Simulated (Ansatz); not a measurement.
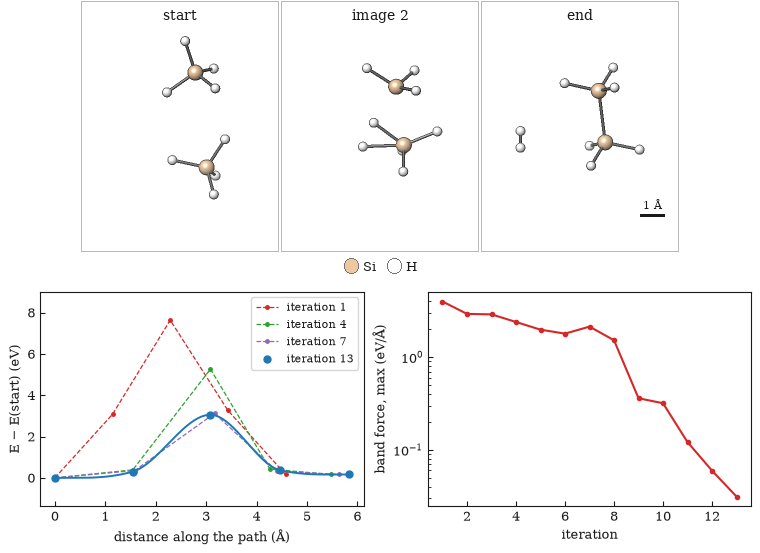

A nudged-elastic-band calculation for Si2H8, made up of SiH$_{4}$ and SiH4. Images are numbered from 0 (start) to 4 (end). The plot follows the band through its iterations. A ball-and-stick model, seen from a free direction.

Level of theory: RKS PBE0-D4/def2-SVPD (Ansatz 0.2.0). Set-up: 3 movable images; climbing image.

**Did the band converge, and can the barrier be trusted?**

The run is converged, with reservations. The band converged in 13 iterations. The largest component of the band force went from 4 to 0.031 eV/Å. The climbing image converged on the top of the path. Its curvatures weren't checked. The largest force component is 0.13 eV/Å at the start and 0.51 eV/Å at the end; an end with forces this large is no minimum, and the barrier measured from it can be far off. The first iteration put the highest image at 7.64 eV. Forward barrier 3.05 eV, backward barrier 2.89 eV, with image 2 at the top; the reaction energy is +0.17 eV.

Limits of the set-up: the start holds two separate molecules, 3.0 Å apart at their closest, whose relative position is a soft coordinate.

Cost: 2.1 min on 2 threads of Arm Neoverse V2 (shared host).
